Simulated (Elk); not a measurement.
Band structure of YHg₂ (P6/mmm, 3 atoms in the cell).

```
CELL_PARAMETERS angstrom
      4.80153     0.00000     0.00000
     -2.40077     4.15825     0.00000
      0.00000     0.00000     3.43464
ATOMIC_POSITIONS crystal
  Y  0.00000 0.00000 0.00000
  Hg 0.33333 0.66667 0.50000
  Hg 0.66667 0.33333 0.50000
```

Method of the run: PBEsol, all-electron FP-LAPW, Elk's shipped species files, APW+lo basis with extra local orbitals run with Elk 10.2.4.

Settings: xctype = 22; rgkmax = 7.5; swidth = 0.00499791 Ha; ngridk = 9 9 11; gmaxvr = 18 1/bohr; lmaxapw = 10; lmaxo = 8; nxlo = 2; lorbcnd = true; lradstp = 2; nrmtscf = 2; lmaxi = 4; maxscl = 100.

The starting cell comes from a database of computed structures (which also holds hypothetical and non-ambient phases and stackings), without a prior relaxation at this level. Its lattice was rescaled by a random factor within 2.5 % of one. Spin-orbit coupling is off. Values depend on the basis (sphere radii, cutoffs, local orbitals), which need not be converged.

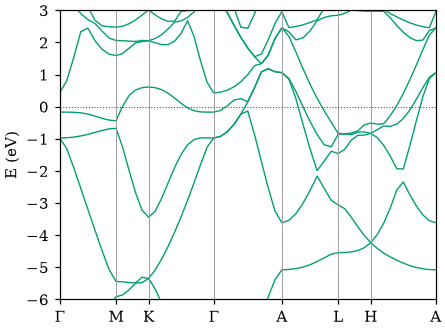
Bands along the path, energies from the Fermi level.

Levels in eV from the Fermi level, bands 21 to 28:
```json
[
 {"point": "Γ", "21": "-6.80", "22": "-0.97", "23": "-0.97", "24": "-0.17", "25": "0.43", "26": "3.50", "27": "3.50", "28": "4.64"},
 {"point": "M", "21": "-5.92", "22": "-5.44", "23": "-0.67", "24": "-0.44", "25": "1.59", "26": "2.06", "27": "2.48", "28": "3.61"},
 {"point": "K", "21": "-5.35", "22": "-5.35", "23": "-3.44", "24": "0.61", "25": "2.05", "26": "2.05", "27": "3.01", "28": "3.01"},
 {"point": "A", "21": "-5.08", "22": "-3.61", "23": "1.06", "24": "1.06", "25": "2.45", "26": "2.45", "27": "2.96", "28": "3.24"},
 {"point": "L", "21": "-4.54", "22": "-3.06", "23": "-1.46", "24": "-0.86", "25": "-0.83", "26": "2.85", "27": "3.02", "28": "3.93"},
 {"point": "H", "21": "-4.23", "22": "-4.23", "23": "-0.83", "24": "-0.83", "25": "-0.51", "26": "2.97", "27": "3.54", "28": "3.54"}
]
```

Bands cross the Fermi level along this path, so the cell is metallic at this level.
